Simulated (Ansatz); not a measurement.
**Phonon calculation of AlN₂H₇O**

AlN₂H₇O, computed with RKS B3LYP-D4/6-31G* (Ansatz 0.2.0).

It belongs to a series of runs on one base structure; here: vibrations at the highest image of the band. Figures and captions count atoms from 1; the log counts them from 0 in places.

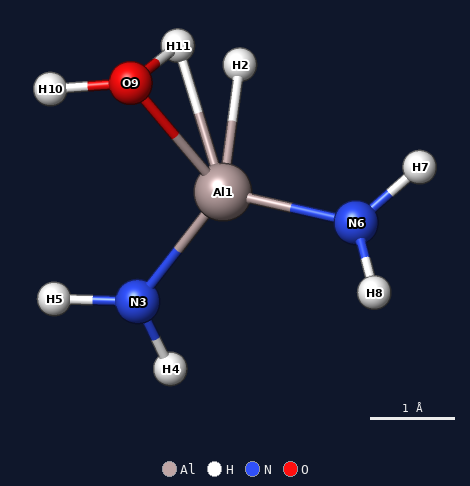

Figure 1. The input geometry (ball-and-stick view, seen at a tilt; atoms are numbered from 1 in the order of the input). Sticks mark near contacts. Bond lengths as drawn: Al–H 1.80 to 1.84 Å, Al–N 1.78 to 1.79 Å, Al–O 1.89 Å, H–N 1.01 Å and H–O 0.97 to 1.22 Å.

## Input file
```yaml
crystal:
  periodic: [false, false, false]
  atoms:
    - { symbol: Al, position_ang: [-0.027926, 0.345746, -0.073663] }
    - { symbol: H, position_ang: [-0.220429, -0.234263, 1.620693] }
    - { symbol: "N", position_ang: [1.554715, 0.1848, -0.887524] }
    - { symbol: H, position_ang: [1.754727, -0.562563, -1.540523] }
    - { symbol: H, position_ang: [2.414939, 0.654386, -0.636645] }
    - { symbol: "N", position_ang: [-1.52823, -0.100232, -0.920963] }
    - { symbol: H, position_ang: [-2.384309, -0.375284, -0.457696] }
    - { symbol: H, position_ang: [-1.68992, 0.035812, -1.910395] }
    - { symbol: O, position_ang: [0.000486, 1.866035, 1.051005] }
    - { symbol: H, position_ang: [0.851366, 2.315291, 1.190972] }
    - { symbol: H, position_ang: [-0.093219, 0.83827, 1.702438] }
basis:
  gaussian: { orbitals: "6-31G*" }
hamiltonian:
  xc: b3lyp
  dispersion: d4
phonons: {}
```

Command:
```bash
ansatz run input.yaml --threads 1 --pin off --max-ram 2048MiB --backend cpu --events-out ev --progress --plain --runs-dir out
```

## What the program printed
```
Engine: ansatz 0.2.0, aarch64-unknown-linux-gnu
Functional definition: B3LYP
  parameter a0 = 0.2
  parameter ax = 0.72
  parameter ac = 0.81
  exchange = (1 - a0 - ax)*slater_x + ax*b88_x + a0*exact_x
  correlation = (1 - ac)*vwn_rpa_c + ac*lyp_c
864 factors; integrals over basis functions are off by at most 5.6e-4 eV
mean field evaluation 1: about -11723.2429 eV, gradient 9.2e1 eV
mean field evaluation 2: about -11695.8023 eV, gradient 1.4e2 eV
mean field evaluation 4: about -11739.2812 eV, gradient 3.7e0 eV
mean field evaluation 8: about -11739.3234 eV, gradient 1.8e-1 eV
mean field evaluation 16: about -11739.3235 eV, gradient 1.2e-5 eV
mean field -11739.32347687 eV, -431.4121805758 hartree, gradient 1.2e-5 eV, S^2 0.000000; 0 other end points of the search recorded, 0 dependent functions left out
the calculation of the forces begins
reference -11739.32373040 eV, -431.4121898930 hartree; 21, 21 occupied and 57, 57 virtual orbitals, 864 factors
these checks for a lower state are left out or cut short: stability, starts, cluster_reference, orbital_swaps, neighbouring_geometries, increment
864 factors; integrals over basis functions are off by at most 5.6e-4 eV
mean field -11739.32335117 eV, -431.4121759563 hartree, gradient 1.3e-6 eV, S^2 0.000000; 0 other end points of the search recorded, 0 dependent functions left out
[... from here on the field's lines of each further geometry are left out, up to the last ...]
the calculation of the forces begins
reference -11739.32371041 eV, -431.4121891583 hartree; 21, 21 occupied and 57, 57 virtual orbitals, 864 factors
these checks for a lower state are left out or cut short: stability, starts, cluster_reference, orbital_swaps, neighbouring_geometries, increment
864 factors; integrals over basis functions are off by at most 5.6e-4 eV
mean field -11739.32342729 eV, -431.4121787537 hartree, gradient 2.1e-6 eV, S^2 0.000000; 0 other end points of the search recorded, 0 dependent functions left out
the calculation of the forces begins
reference -11739.32368082 eV, -431.4121880708 hartree; 21, 21 occupied and 57, 57 virtual orbitals, 864 factors
WARN: phonons: modes at or below zero, which the zero-point energy, F, S and C_V leave out: 1, the lowest at -1263.49 cm⁻¹. A minimum has none, and a first-order saddle one
Total energy: -11739.60308300 eV, -431.4224559113 hartree
Atom 0 at    -0.027926     0.345746    -0.073663 Å, force     0.002154    -0.003770    -0.003633 eV/Å
Atom 1 at    -0.220429    -0.234263     1.620693 Å, force    -0.000897     0.002779    -0.001015 eV/Å
Atom 2 at     1.554715     0.184800    -0.887524 Å, force     0.005779     0.000995    -0.000453 eV/Å
Atom 3 at     1.754727    -0.562563    -1.540523 Å, force    -0.003613    -0.002132    -0.000654 eV/Å
Atom 4 at     2.414939     0.654386    -0.636645 Å, force    -0.001289     0.001169     0.001312 eV/Å
Atom 5 at    -1.528230    -0.100232    -0.920963 Å, force    -0.002506    -0.000435     0.004349 eV/Å
Atom 6 at    -2.384309    -0.375284    -0.457696 Å, force     0.000177    -0.000144    -0.001312 eV/Å
Atom 7 at    -1.689920     0.035812    -1.910395 Å, force     0.001631     0.001057    -0.000250 eV/Å
Atom 8 at     0.000486     1.866035     1.051005 Å, force    -0.004999     0.007847    -0.001391 eV/Å
Atom 9 at     0.851366     2.315291     1.190972 Å, force     0.000650    -0.002073     0.001033 eV/Å
Atom 10 at    -0.093219     0.838270     1.702438 Å, force     0.002913    -0.005292     0.002013 eV/Å
Dipole moment:     0.314348     0.146171    -0.000983 e Å
Vibrations: -1263.49 183.24 193.14 209.14 241.72 270.38 299.65 318.84 368.49 568.92 573.80 665.66 699.49 746.94 785.44 896.38 985.62 1444.53 1606.10 1618.09 1624.08 1881.93 3573.16 3578.19 3659.04 3668.36 3747.14 cm⁻¹, zero-point energy 2.132992 eV
```

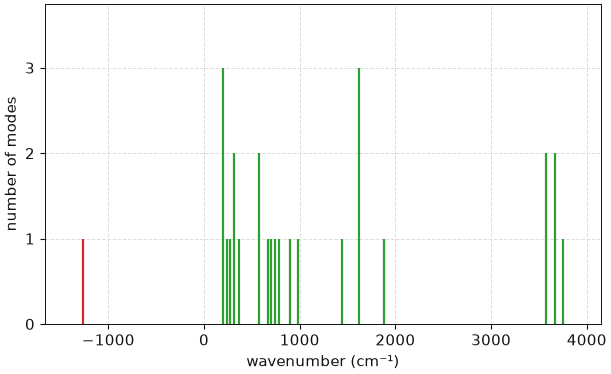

Figure 2. Harmonic vibrational wavenumbers from the force constants; neighbouring modes closer than 23 cm⁻¹ are counted in one stick, and imaginary ones are drawn at negative wavenumbers. 27 modes from 1263i to 3747 cm⁻¹, 1 imaginary beyond 8i (1263i cm⁻¹): a first-order saddle point, if the geometry is stationary.

## Key numbers

```json
{"quantity": "outcome", "value": "converged"}
{"quantity": "total energy", "value": "−11739.6031 eV"}
{"quantity": "mean-field energy", "value": "−11739.3237 eV"}
{"quantity": "largest force (length of the vector)", "value": "0.009 eV/Å"}
{"quantity": "hardware", "value": "1 thread of Arm Neoverse V2, 24 GiB of memory available, shared host"}
{"quantity": "wall time", "value": "2.4 min"}
{"quantity": "peak memory", "value": "0.15 GiB"}
```
